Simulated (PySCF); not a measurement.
**singlet CH5B at 6 levels**

We compute a comparison of 6 runs (MP2/STO-3G, BCCD(T)/STO-3G, CCSDT(Q)/STO-3G, CCSDT/STO-3G, CCSD(T)/STO-3G, FCI/STO-3G) of singlet CH5B. Input form: a Python script.

The calculation is run with PySCF 2.14.0.

4 further runs of the same task are left out: 4 set aside as unsound or not needed.

### 1 The structure to begin with

The species is CH5B (7 atoms), meant as a singlet with charge 0. SMILES of the parent species: `[BH2-]C`. The shape is that of a GFN2-xTB optimisation. That shape belongs to the parent species and isn't relaxed for this state.

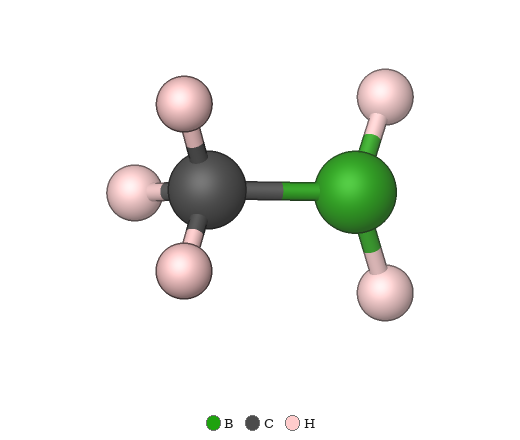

Viewed from a chosen angle; boron green, carbon dark grey, hydrogen pink.

### 2 A single-point energy at MP2/STO-3G (run 1)

File calc.py:

```python
from pyscf import gto, mp

mol = gto.M(
    atom=[
    ('B', (-0.367620, -0.876680, 0.296410)),
    ('C', (0.129860, 0.657930, -0.010930)),
    ('H', (0.566410, -1.652080, 0.572900)),
    ('H', (-1.111250, -1.340120, -0.587590)),
    ('H', (0.713810, 1.090030, 0.817870)),
    ('H', (0.779370, 0.770230, -0.909000)),
    ('H', (-0.710590, 1.350700, -0.179660)),
],
    basis='sto-3g',
    max_memory=1860,
    verbose=3,
)

mf = mol.RHF()
mf.conv_tol = 1e-10
mf.kernel()
if not mf.converged:
    mf = mf.newton().run(mf.mo_coeff, mf.mo_occ)

pt = mp.MP2(mf, frozen=2).run()
e_tot = pt.e_tot
print('E = %.10f Eh' % e_tot)
```

Launch:

```
OMP_NUM_THREADS=1 python calc.py
```

Standard output:

```text
converged SCF energy = -64.6236305316903
E(RMP2) = -64.7157604648642  E_corr = -0.0921299331739088
E(SCS-RMP2) = -64.7280480889694  E_corr = -0.104417557279052
E = -64.7157604649 Eh
```

It took 0.64 s on 1 thread of Arm Neoverse V2, shared host; peak memory 0.12 GiB.

### 3 The energy at BCCD(T)/STO-3G (run 2)

File geometry.xyz:

```xyz
7

B     -0.367620    -0.876680     0.296410
C      0.129860     0.657930    -0.010930
H      0.566410    -1.652080     0.572900
H     -1.111250    -1.340120    -0.587590
H      0.713810     1.090030     0.817870
H      0.779370     0.770230    -0.909000
H     -0.710590     1.350700    -0.179660
```

File calc.py:

```python
from pyscf import gto, scf, cc
from pyscf.cc.bccd import bccd_kernel_

mol = gto.M(
    atom='geometry.xyz',
    charge=0,
    verbose=4,
    basis='sto-3g',
    max_memory=1860,
)

calc0 = scf.RHF(mol)
calc0.conv_tol = 1e-10
calc0.kernel()
if not calc0.converged:
    calc0 = calc0.newton().run(calc0.mo_coeff, calc0.mo_occ)

mycc = cc.CCSD(calc0, frozen=2).run()
mycc = bccd_kernel_(mycc, diis=True)
e_t = mycc.ccsd_t()
e_final = mycc.e_tot + e_t
print(f'total energy: {e_final:.8f} hartree')
```

Launch:

```
OMP_NUM_THREADS=1 python calc.py
```

Standard output:

```text
PySCF version 2.14.0

[... 59 lines left out ...]
converged SCF energy = -64.6236305316903
[... 12 lines left out ...]
Init t2, MP2 energy = -64.715760465371  E_corr(MP2) -0.0921299336806479
[... 11 lines left out ...]
CCSD converged
[... 23 lines left out ...]
CCSD converged
[... 21 lines left out ...]
CCSD converged
[... 3 lines left out ...]
******** <class 'pyscf.cc.ccsd.CCSD'> ********
CC2 = 0
CCSD nocc = 6, nmo = 13
frozen orbitals 2
max_cycle = 50
direct = 0
conv_tol = 1e-07
conv_tol_normt = 1e-05
diis_space = 6
diis_start_cycle = 0
diis_start_energy_diff = 1e+09
Init E_corr(CCSD) = -0.128009559056391
cycle = 1  E_corr(CCSD) = -0.128013716146543  dE = -4.15709015e-06  norm(t1,t2) = 0.00013115
cycle = 2  E_corr(CCSD) = -0.128012641245698  dE = 1.07490084e-06  norm(t1,t2) = 1.96627e-05
cycle = 3  E_corr(CCSD) = -0.128012319586889  dE = 3.2165881e-07  norm(t1,t2) = 5.38607e-06
cycle = 4  E_corr(CCSD) = -0.12801218530529  dE = 1.34281599e-07  norm(t1,t2) = 1.58783e-06
cycle = 5  E_corr(CCSD) = -0.128012146336007  dE = 3.89692832e-08  norm(t1,t2) = 7.18352e-07
CCSD converged
E(CCSD) = -64.75118828408255  E_corr = -0.1280121463360072
BCC iter:    2  E:     -64.751188284083  dE:    5.779e-07  |t1|:    4.750e-06
CCSD(T) correction = -0.000845481104812664
total energy: -64.75203377 hartree
```

Wall time 0.8 s (1 thread of Arm Neoverse V2, shared host); peak memory 0.1 GiB.

Runs 3 to 5 aren't shown in full; the table further down has their settings and results.

### 4 The energy at FCI/STO-3G (run 6)

File input.xyz:

```xyz
7
CH5B
B     -0.367620    -0.876680     0.296410
C      0.129860     0.657930    -0.010930
H      0.566410    -1.652080     0.572900
H     -1.111250    -1.340120    -0.587590
H      0.713810     1.090030     0.817870
H      0.779370     0.770230    -0.909000
H     -0.710590     1.350700    -0.179660
```

File job.py:

```python
from pyscf import gto, scf, mcscf
from pyscf import fci

mol = gto.M(
    atom='input.xyz',
    basis='sto-3g',
    max_memory=1860,
    verbose=4,
    spin=0,
    charge=0,
)

mf = scf.RHF(mol)
mf.conv_tol = 1e-10
mf.kernel()
if not mf.converged:
    mf = mf.newton().run(mf.mo_coeff, mf.mo_occ)

cas = mcscf.CASCI(mf, mf.mo_coeff.shape[-1] - 2, (mol.nelec[0] - 2, mol.nelec[1] - 2))  # full CI above the frozen core
cas.fcisolver = fci.direct_spin0.FCI(mol)  # even spin states alone
cas.kernel()
print('<S^2> = %.4f' % cas.fcisolver.spin_square(cas.ci, cas.ncas, cas.nelecas)[0])
e_tot = cas.e_tot
print('E = %.10f Eh' % e_tot)
```

Launch:

```
OMP_NUM_THREADS=1 python job.py
```

Standard output:

```text
PySCF version 2.14.0

[INPUT] num. atoms = 7
[INPUT] num. electrons = 16
[INPUT] charge = 0
[INPUT] spin (= nelec alpha-beta = 2S) = 0
[INPUT] symmetry False subgroup None
[INPUT] Mole.unit = angstrom
[INPUT] Symbol           X                Y                Z      unit          X                Y                Z       unit  Magmom
[INPUT]  1 B     -0.367620000000  -0.876680000000   0.296410000000 AA   -0.694701117913  -1.656685098884   0.560133720582 Bohr   0.0
[INPUT]  2 C      0.129860000000   0.657930000000  -0.010930000000 AA    0.245399834536   1.243307509135  -0.020654706541 Bohr   0.0
[INPUT]  3 H      0.566410000000  -1.652080000000   0.572900000000 AA    1.070359774215  -3.121978735871   1.082624096763 Bohr   0.0
[INPUT]  4 H     -1.111250000000  -1.340120000000  -0.587590000000 AA   -2.099958155923  -2.532459774052  -1.110384173533 Bohr   0.0
[INPUT]  5 H      0.713810000000   1.090030000000   0.817870000000 AA    1.348905404976   2.059858167560   1.545550305498 Bohr   0.0
[INPUT]  6 H      0.779370000000   0.770230000000  -0.909000000000 AA    1.472795849702   1.455523752924  -1.717761047230 Bohr   0.0
[INPUT]  7 H     -0.710590000000   1.350700000000  -0.179660000000 AA   -1.342820486855   2.552453076450  -0.339508195539 Bohr   0.0

nuclear repulsion = 30.8098888869093
number of shells = 11
number of NR pGTOs = 45
number of NR cGTOs = 15
basis = sto-3g
ecp = {}

******** <class 'pyscf.scf.hf.RHF'> ********
method = RHF
initial guess = minao
damping factor = 0
level_shift factor = 0
DIIS = <class 'pyscf.scf.diis.CDIIS'>
diis_start_cycle = 1
diis_space = 8
diis_damp = 0
SCF conv_tol = 1e-10
SCF conv_tol_grad = None
SCF max_cycles = 50
direct_scf = True
direct_scf_tol = 1e-13
Set gradient conv threshold to 1e-05
Initial guess from minao.
init E= -64.3673633068438
  HOMO = -0.274275856543409  LUMO = 0.0974112493014178  gap/eV = 10.11412
cycle= 1 E= -64.6004434579686  delta_E= -0.233  |g|= 0.211  |ddm|= 2.68
  HOMO = -0.404946101148409  LUMO = 0.184420231974425  gap/eV = 16.03747
cycle= 2 E= -64.6219049757715  delta_E= -0.0215  |g|= 0.0536  |ddm|= 0.378
  HOMO = -0.404357993302193  LUMO = 0.213502189871951  gap/eV = 16.81283
cycle= 3 E= -64.6235349857155  delta_E= -0.00163  |g|= 0.0133  |ddm|= 0.106
  HOMO = -0.405107139099262  LUMO = 0.211274685856971  gap/eV = 16.77260
cycle= 4 E= -64.6236280609439  delta_E= -9.31e-05  |g|= 0.0018  |ddm|= 0.0268
  HOMO = -0.405262184767423  LUMO = 0.210311132538795  gap/eV = 16.75060
cycle= 5 E= -64.6236303612647  delta_E= -2.3e-06  |g|= 0.000464  |ddm|= 0.0031
  HOMO = -0.405131727513554  LUMO = 0.210504868226433  gap/eV = 16.75233
cycle= 6 E= -64.6236305283534  delta_E= -1.67e-07  |g|= 5.12e-05  |ddm|= 0.00105
  HOMO = -0.405139793171766  LUMO = 0.210501246002859  gap/eV = 16.75245
cycle= 7 E= -64.6236305311623  delta_E= -2.81e-09  |g|= 1.8e-05  |ddm|= 0.000115
  HOMO = -0.405139414439719  LUMO = 0.210502212498878  gap/eV = 16.75246
cycle= 8 E= -64.6236305316599  delta_E= -4.98e-10  |g|= 4.36e-06  |ddm|= 5.86e-05
  HOMO = -0.405139817756833  LUMO = 0.210502042771093  gap/eV = 16.75247
cycle= 9 E= -64.6236305316901  delta_E= -3.02e-11  |g|= 5.7e-07  |ddm|= 1.7e-05
  HOMO = -0.405139732999026  LUMO = 0.210501974932408  gap/eV = 16.75246
Extra cycle  E= -64.6236305316903  delta_E= -2.7e-13  |g|= 2.39e-07  |ddm|= 1.05e-06
converged SCF energy = -64.6236305316903

******** <class 'pyscf.mcscf.casci.CASCI'> ********
CAS (6e+6e, 13o), ncore = 2, nvir = 0
natorb = False
canonicalization = True
sorting_mo_energy = False
******** <class 'pyscf.fci.direct_spin0.FCISolver'> ********
max. cycles = 100
conv_tol = 1e-10
davidson only = False
linear dependence = 1e-14
level shift = 0.001
max iter space = 12
nroots = 1
pspace_size = 400
spin = None
Density matrix diagonal elements [1.98386879 1.9738943  1.97441214 1.97133625 1.96953198 1.96966163
 0.01720192 0.02690106 0.02540495 0.0230981  0.02092631 0.02124203
 0.02252052]
CASCI converged
CASCI E = -64.7523950605951  E(CI) = -29.2352899561315  S^2 = 0.0000000
<S^2> = 0.0000
E = -64.7523950606 Eh
```

Run time: 43 s. Hardware: 1 thread of Arm Neoverse V2, shared host; peak memory 0.76 GiB.

### 5 The series

```csv
run,level,energy (Eh),dipole moment (D) of the reference,HOMO energy (eV),LUMO energy (eV),wall time
1,MP2/STO-3G,-64.715760,0.88,-11.02,5.73,0.64 s
2,BCCD(T)/STO-3G,-64.752034,–,–,–,0.8 s
3,CCSDT(Q)/STO-3G,-64.752386,0.88,-11.02,5.73,1.2 s
4,CCSDT/STO-3G,-64.752325,0.88,-11.02,5.73,0.92 s
5,CCSD(T)/STO-3G,-64.752048,0.88,-11.02,5.73,0.74 s
6,FCI/STO-3G,-64.752395,0.88,-11.02,5.73,43 s
```

### 6 Summary of results

```
                                          quantity         value
                               run 6: total energy  -64.75240 Eh
       run 6: dipole moment (Hartree–Fock density)        0.88 D
        run 6: HOMO energy (Hartree–Fock orbitals)     -11.02 eV
        run 6: LUMO energy (Hartree–Fock orbitals)       5.73 eV
      run 6: HOMO–LUMO gap (Hartree–Fock orbitals)      16.75 eV
run 6: correlation energy (2 core orbitals frozen)    -128.8 mEh
```

**Reading.** Against full CI in this basis: MP2 +36.6 mEh; BCCD(T) +0.4 mEh; CCSDT(Q) +0.0 mEh; CCSDT +0.1 mEh; CCSD(T) +0.3 mEh. In runs 1, 2, 3, 4, 5, 6 the basis is minimal, so the values are rough. All runs together took 48 s, the longest 43 s.
